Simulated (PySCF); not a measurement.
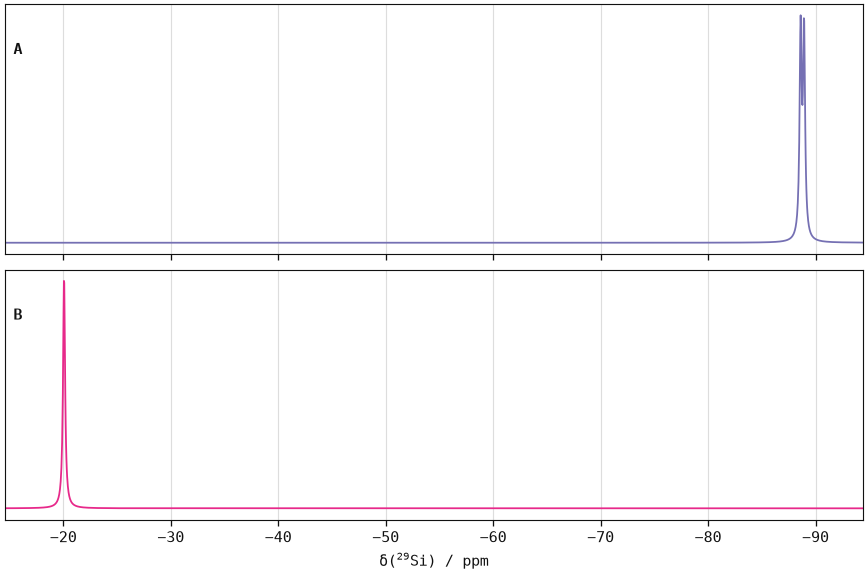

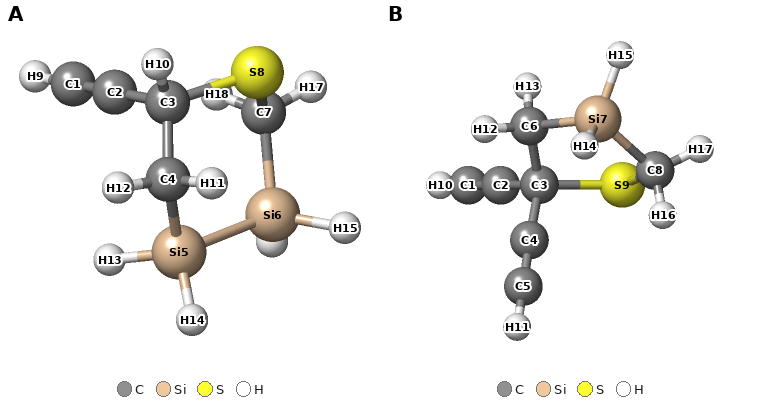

Related molecules: A is C₅H₁₀SSi₂, SMILES C#C[C@H]1C[SiH2][SiH2]CS1; B is C₇H₈SSi, SMILES C#CC1(C#C)C[SiH2]CS1. GIAO ²⁹Si shifts against TMS, PBE0/pcSseg-1 with PySCF, at a GFN2-xTB geometry (no frequency check); fully decoupled, line heights follow the number of nuclei within a panel, widths are arbitrary (no quadrupolar broadening); values of one conformer, averaged over nuclei that symmetry, rotation about single bonds or ring flips exchange, these motions taken as fast; other conformers aren't averaged in.

> Assign the ²⁹Si signals of each molecule.

A: −88.6 (Si5); −88.9 (Si6)
B: −20.1 (Si7)

The order of signals that lie close, as those under 3 ppm apart, is within the error of the method.

Caveats, for all or some of the runs: the tight-binding geometry is rougher than a DFT one and adds to the error.
